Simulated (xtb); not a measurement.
# C$_{4}$H$_{9}$Al: geometry relaxation (part 2 of 4)

C$_{4}$H$_{9}$Al, SMILES C=CC[CH2][AlH2]; GFN2-xTB (xtb 6.7.1). The geometry comes from this level: GFN2-xTB.

Geometry of the input (Å):
```
C  -0.6277  -0.4033  2.1256
C  -0.1322  0.1235  1.0237
C  0.9069  -0.4712  0.1384
C  0.3520  -0.5900  -1.3024
Al -0.4743  1.1971  -1.6589
H  -0.2752  -1.3499  2.5019
H  -1.3936  0.0840  2.7043
H  -0.5041  1.0914  0.6615
H  1.2322  -1.4403  0.5258
H  1.7754  0.1981  0.1291
H  -0.4089  -1.3872  -1.3126
H  1.1597  -0.9519  -1.9527
H  -1.9750  1.3969  -1.9978
H  0.3649  2.5027  -1.5859
```

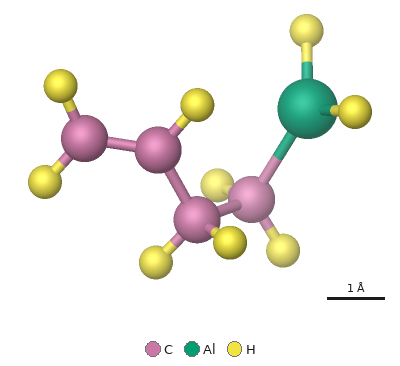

Fig. 1: The structure as given in the input (ball-and-stick view, seen at a tilt). Sticks mark near contacts.

## Output, continued
```
 iter      E             dE          RMSdq      gap      omega  full diag
   1    -14.3874568 -0.143875E+02  0.605E-02    4.31       0.0  T
   2    -14.3874570 -0.183656E-06  0.444E-02    4.31       1.0  T
   3    -14.3874566  0.347318E-06  0.962E-03    4.31       2.8  T
   4    -14.3874570 -0.357646E-06  0.618E-03    4.31       4.3  T
   5    -14.3874570 -0.510720E-07  0.228E-03    4.31      11.7  T
   6    -14.3874570 -0.152906E-08  0.851E-04    4.31      31.4  T
   7    -14.3874570 -0.596110E-10  0.378E-04    4.31      70.8  T
     SCC iter.                  ...        0 min,  0.004 sec
     gradient                   ...        0 min,  0.004 sec
 * total energy  :   -14.1670013 Eh     change       -0.3102589E-05 Eh
   gradient norm :     0.0002520 Eh/α   predicted    -0.1256940E-05 ( -59.49%)
   displ. norm   :     0.0630007 α      lambda       -0.4546142E-05
   maximum displ.:     0.0382233 α      in ANC's #3, #1, #5, ...

........................................................................
.............................. CYCLE    6 ..............................
........................................................................

 iter      E             dE          RMSdq      gap      omega  full diag
   1    -14.3873842 -0.143874E+02  0.160E-01    4.31       0.0  T
   2    -14.3873847 -0.499971E-06  0.111E-01    4.32       1.0  T
   3    -14.3873840  0.680336E-06  0.145E-02    4.31       1.8  T
   4    -14.3873848 -0.758751E-06  0.105E-02    4.32       2.5  T
   5    -14.3873849 -0.126976E-06  0.469E-03    4.32       5.7  T
   6    -14.3873849 -0.551708E-08  0.709E-04    4.32      37.7  T
   7    -14.3873849  0.371161E-09  0.451E-04    4.32      59.3  T
     SCC iter.                  ...        0 min,  0.004 sec
     gradient                   ...        0 min,  0.004 sec
 * total energy  :   -14.1670065 Eh     change       -0.5136199E-05 Eh
   gradient norm :     0.0003239 Eh/α   predicted    -0.2275869E-05 ( -55.69%)
   displ. norm   :     0.1040632 α      lambda       -0.5365352E-05
   maximum displ.:     0.0643021 α      in ANC's #3, #1, #5, ...

........................................................................
.............................. CYCLE    7 ..............................
........................................................................

 iter      E             dE          RMSdq      gap      omega  full diag
   1    -14.3872941 -0.143873E+02  0.271E-01    4.32       0.0  T
   2    -14.3872951 -0.985581E-06  0.184E-01    4.32       1.0  T
   3    -14.3872945  0.552157E-06  0.163E-02    4.32       1.6  T
   4    -14.3872953 -0.743621E-06  0.139E-02    4.32       1.9  T
   5    -14.3872955 -0.265930E-06  0.655E-03    4.32       4.1  T
   6    -14.3872955  0.246458E-07  0.195E-03    4.32      13.7  T
   7    -14.3872956 -0.316592E-07  0.792E-04    4.32      33.7  T
   8    -14.3872956 -0.196265E-08  0.334E-04    4.32      80.0  T
     SCC iter.                  ...        0 min,  0.005 sec
     gradient                   ...        0 min,  0.004 sec
 * total energy  :   -14.1670113 Eh     change       -0.4781932E-05 Eh
   gradient norm :     0.0006345 Eh/α   predicted    -0.2694548E-05 ( -43.65%)
   displ. norm   :     0.0775425 α      lambda       -0.4007644E-05
   maximum displ.:     0.0492994 α      in ANC's #3, #1, #5, ...

........................................................................
.............................. CYCLE    8 ..............................
........................................................................

 iter      E             dE          RMSdq      gap      omega  full diag
   1    -14.3873420 -0.143873E+02  0.219E-01    4.32       0.0  T
   2    -14.3873425 -0.456365E-06  0.147E-01    4.33       1.0  T
   3    -14.3873425  0.124472E-07  0.910E-03    4.33       2.9  T
   4    -14.3873426 -0.968292E-07  0.921E-03    4.33       2.9  T
   5    -14.3873427 -0.165547E-06  0.421E-03    4.33       6.4  T
   6    -14.3873427  0.178667E-07  0.157E-03    4.33      17.0  T
   7    -14.3873428 -0.219907E-07  0.567E-04    4.33      47.1  T
   8    -14.3873428 -0.418378E-09  0.244E-04    4.33     109.7  T
     SCC iter.                  ...        0 min,  0.005 sec
     gradient                   ...        0 min,  0.004 sec
 * total energy  :   -14.1670151 Eh     change       -0.3823366E-05 Eh
   gradient norm :     0.0004135 Eh/α   predicted    -0.2007968E-05 ( -47.48%)
   displ. norm   :     0.0402653 α      lambda       -0.2254314E-05
   maximum displ.:     0.0266696 α      in ANC's #3, #1, #2, ...

........................................................................
.............................. CYCLE    9 ..............................
........................................................................

 iter      E             dE          RMSdq      gap      omega  full diag
   1    -14.3875223 -0.143875E+02  0.136E-01    4.33       0.0  T
   2    -14.3875225 -0.204811E-06  0.908E-02    4.33       1.0  T
   3    -14.3875222  0.373745E-06  0.125E-02    4.33       2.1  T
   4    -14.3875226 -0.451138E-06  0.399E-03    4.33       6.7  T
   5    -14.3875226 -0.137925E-07  0.189E-03    4.33      14.1  T
   6    -14.3875226 -0.754849E-08  0.109E-03    4.33      24.5  T
   7    -14.3875226 -0.406457E-08  0.286E-04    4.33      93.3  T
   8    -14.3875226 -0.167958E-09  0.129E-04    4.33     206.5  T
     SCC iter.                  ...        0 min,  0.005 sec
     gradient                   ...        0 min,  0.004 sec
 * total energy  :   -14.1670177 Eh     change       -0.2567225E-05 Eh
   gradient norm :     0.0002174 Eh/α   predicted    -0.1127346E-05 ( -56.09%)
   displ. norm   :     0.0404616 α      lambda       -0.1936922E-05
   maximum displ.:     0.0278218 α      in ANC's #3, #2, #1, ...

........................................................................
.............................. CYCLE   10 ..............................
........................................................................

 iter      E             dE          RMSdq      gap      omega  full diag
   1    -14.3876091 -0.143876E+02  0.142E-01    4.33       0.0  T
   2    -14.3876093 -0.195273E-06  0.923E-02    4.33       1.0  T
   3    -14.3876094 -0.418361E-07  0.673E-03    4.33       4.0  T
   4    -14.3876094 -0.383811E-07  0.334E-03    4.33       8.0  T
   5    -14.3876094 -0.173208E-08  0.245E-03    4.33      10.9  T
   6    -14.3876094 -0.429274E-08  0.608E-04    4.33      44.0  T
   7    -14.3876094 -0.248534E-09  0.280E-04    4.33      95.3  T
     SCC iter.                  ...        0 min,  0.004 sec
     gradient                   ...        0 min,  0.004 sec
 * total energy  :   -14.1670199 Eh     change       -0.2226587E-05 Eh
   gradient norm :     0.0002418 Eh/α   predicted    -0.9692584E-06 ( -56.47%)
   displ. norm   :     0.0424723 α      lambda       -0.1665638E-05
   maximum displ.:     0.0282307 α      in ANC's #3, #2, #1, ...

........................................................................
.............................. CYCLE   11 ..............................
........................................................................

 iter      E             dE          RMSdq      gap      omega  full diag
   1    -14.3875935 -0.143876E+02  0.153E-01    4.33       0.0  T
   2    -14.3875936 -0.143593E-06  0.996E-02    4.33       1.0  T
   3    -14.3875937 -0.771537E-07  0.568E-03    4.33       4.7  T
   4    -14.3875937 -0.849446E-08  0.304E-03    4.33       8.8  T
   5    -14.3875937 -0.688333E-09  0.160E-03    4.33      16.7  T
   6    -14.3875937 -0.425411E-08  0.428E-04    4.33      62.4  T
   7    -14.3875937 -0.854961E-10  0.263E-04    4.33     101.6  T
     SCC iter.                  ...        0 min,  0.004 sec
     gradient                   ...        0 min,  0.004 sec
 * total energy  :   -14.1670220 Eh     change       -0.2131331E-05 Eh
   gradient norm :     0.0002456 Eh/α   predicted    -0.8340484E-06 ( -60.87%)
   displ. norm   :     0.0676790 α      lambda       -0.2436866E-05
   maximum displ.:     0.0442633 α      in ANC's #3, #2, #1, ...

........................................................................
.............................. CYCLE   12 ..............................
........................................................................

 iter      E             dE          RMSdq      gap      omega  full diag
   1    -14.3875461 -0.143875E+02  0.237E-01    4.34       0.0  T
   2    -14.3875465 -0.342525E-06  0.155E-01    4.34       1.0  T
   3    -14.3875465 -0.147226E-07  0.970E-03    4.34       2.8  T
   4    -14.3875466 -0.992047E-07  0.829E-03    4.34       3.2  T
   5    -14.3875467 -0.116928E-06  0.197E-03    4.34      13.6  T
   6    -14.3875467 -0.612394E-08  0.835E-04    4.34      32.0  T
   7    -14.3875467 -0.458697E-08  0.510E-04    4.34      52.4  T
     SCC iter.                  ...        0 min,  0.004 sec
     gradient                   ...        0 min,  0.004 sec
 * total energy  :   -14.1670250 Eh     change       -0.3028510E-05 Eh
   gradient norm :     0.0002702 Eh/α   predicted    -0.1220848E-05 ( -59.69%)
   displ. norm   :     0.1407403 α      lambda       -0.3796081E-05
   maximum displ.:     0.0913724 α      in ANC's #3, #2, #1, ...

........................................................................
.............................. CYCLE   13 ..............................
........................................................................

 iter      E             dE          RMSdq      gap      omega  full diag
   1    -14.3873119 -0.143873E+02  0.495E-01    4.34       0.0  T
   2    -14.3873134 -0.154420E-05  0.326E-01    4.35       1.0  T
   3    -14.3873133  0.108948E-06  0.218E-02    4.35       1.2  T
   4    -14.3873140 -0.751863E-06  0.196E-02    4.35       1.4  T
   5    -14.3873144 -0.393907E-06  0.546E-03    4.35       4.9  T
   6    -14.3873145 -0.300262E-07  0.201E-03    4.35      13.3  T
   7    -14.3873145 -0.188309E-07  0.116E-03    4.35      23.0  T
   8    -14.3873145 -0.205471E-08  0.268E-04    4.35      99.6  T
   9    -14.3873145 -0.472760E-10  0.594E-05    4.35     450.3  T
     SCC iter.                  ...        0 min,  0.005 sec
     gradient                   ...        0 min,  0.004 sec
 * total energy  :   -14.1670281 Eh     change       -0.3105778E-05 Eh
   gradient norm :     0.0005437 Eh/α   predicted    -0.1914345E-05 ( -38.36%)
   displ. norm   :     0.0236561 α      lambda       -0.1047847E-05
   maximum displ.:     0.0134552 α      in ANC's #1, #3, #2, ...

........................................................................
.............................. CYCLE   14 ..............................
........................................................................

 iter      E             dE          RMSdq      gap      omega  full diag
   1    -14.3875249 -0.143875E+02  0.809E-02    4.35       0.0  T
   2    -14.3875249 -0.626977E-07  0.546E-02    4.35       1.0  T
   3    -14.3875250 -0.223592E-07  0.358E-03    4.35       7.5  T
   4    -14.3875250  0.256534E-08  0.269E-03    4.35       9.9  T
   5    -14.3875250 -0.714238E-08  0.148E-03    4.35      18.0  T
   6    -14.3875250 -0.392571E-08  0.293E-04    4.35      91.2  T
   7    -14.3875250 -0.195161E-09  0.212E-04    4.35     125.8  T
     SCC iter.                  ...        0 min,  0.004 sec
     gradient                   ...        0 min,  0.004 sec
 * total energy  :   -14.1670293 Eh     change       -0.1125942E-05 Eh
   gradient norm :     0.0002160 Eh/α   predicted    -0.5258040E-06 ( -53.30%)
   displ. norm   :     0.0222270 α      lambda       -0.7548053E-06
   maximum displ.:     0.0151750 α      in ANC's #1, #3, #2, ...

........................................................................
.............................. CYCLE   15 ..............................
........................................................................

 iter      E             dE          RMSdq      gap      omega  full diag
   1    -14.3876231 -0.143876E+02  0.698E-02    4.35       0.0  T
   2    -14.3876231 -0.695676E-07  0.486E-02    4.35       1.0  T
   3    -14.3876231  0.194541E-08  0.452E-03    4.35       5.9  T
   4    -14.3876231 -0.333612E-08  0.315E-03    4.35       8.5  T
   5    -14.3876232 -0.214548E-07  0.158E-03    4.35      17.0  T
   6    -14.3876232 -0.519493E-08  0.251E-04    4.35     106.4  T
   7    -14.3876232 -0.176019E-10  0.143E-04    4.35     187.4  T
     SCC iter.                  ...        0 min,  0.004 sec
     gradient                   ...        0 min,  0.004 sec
 * total energy  :   -14.1670300 Eh     change       -0.7492214E-06 Eh
   gradient norm :     0.0001415 Eh/α   predicted    -0.3769607E-06 ( -49.69%)
   displ. norm   :     0.0118720 α      lambda       -0.2552700E-06
   maximum displ.:     0.0094168 α      in ANC's #1, #3, #2, ...

........................................................................
.............................. CYCLE   16 ..............................
........................................................................

 iter      E             dE          RMSdq      gap      omega  full diag
   1    -14.3875959 -0.143876E+02  0.372E-02    4.35       0.0  T
   2    -14.3875959 -0.214032E-07  0.258E-02    4.35       1.0  T
   3    -14.3875959  0.504059E-08  0.229E-03    4.35      11.7  T
   4    -14.3875959 -0.238659E-08  0.175E-03    4.35      15.3  T
   5    -14.3875959 -0.113463E-07  0.856E-04    4.35      31.2  T
   6    -14.3875959 -0.814104E-10  0.263E-04    4.35     101.6  T
     SCC iter.                  ...        0 min,  0.004 sec
     gradient                   ...        0 min,  0.004 sec
 * total energy  :   -14.1670303 Eh     change       -0.2694749E-06 Eh
   gradient norm :     0.0000909 Eh/α   predicted    -0.1280049E-06 ( -52.50%)
   displ. norm   :     0.0057044 α      lambda       -0.1002801E-06
   maximum displ.:     0.0048644 α      in ANC's #1, #5, #6, ...

........................................................................
.............................. CYCLE   17 ..............................
........................................................................

 iter      E             dE          RMSdq      gap      omega  full diag
   1    -14.3875821 -0.143876E+02  0.146E-02    4.35       0.0  T
   2    -14.3875821 -0.425109E-08  0.103E-02    4.35       2.6  T
   3    -14.3875821  0.175879E-07  0.158E-03    4.35      16.9  T
   4    -14.3875821 -0.150027E-07  0.807E-04    4.35      33.1  T
   5    -14.3875821 -0.472144E-08  0.365E-04    4.35      73.2  T
     SCC iter.                  ...        0 min,  0.003 sec
     gradient                   ...        0 min,  0.004 sec
 * total energy  :   -14.1670304 Eh     change       -0.1056043E-06 Eh
   gradient norm :     0.0000469 Eh/α   predicted    -0.4943315E-07 ( -53.19%)
   displ. norm   :     0.0036215 α      lambda       -0.4923341E-07
   maximum displ.:     0.0030288 α      in ANC's #1, #5, #10, ...

........................................................................
.............................. CYCLE   18 ..............................
........................................................................

 iter      E             dE          RMSdq      gap      omega  full diag
   1    -14.3875580 -0.143876E+02  0.849E-03    4.35       0.0  T
   2    -14.3875580 -0.149280E-08  0.592E-03    4.35       4.5  T
   3    -14.3875580  0.277857E-08  0.694E-04    4.35      38.5  T
   4    -14.3875580 -0.213376E-08  0.457E-04    4.35      58.5  T
     SCC iter.                  ...        0 min,  0.003 sec
     gradient                   ...        0 min,  0.004 sec
 * total energy  :   -14.1670304 Eh     change       -0.5404979E-07 Eh
   gradient norm :     0.0000357 Eh/α   predicted    -0.2290575E-07 ( -57.62%)
   displ. norm   :     0.0039181 α      lambda       -0.4303703E-07
   maximum displ.:     0.0028886 α      in ANC's #1, #5, #10, ...

   *** GEOMETRY OPTIMIZATION CONVERGED AFTER 18 ITERATIONS ***

------------------------------------------------------------------------
 total energy gain   :        -0.0000381 Eh       -0.0239 kcal/mol
 total RMSD          :         0.1709185 a0        0.0904 Å
 total power (kW/mol):        -0.0055635 (step)   -0.5027 (real)
------------------------------------------------------------------------
```
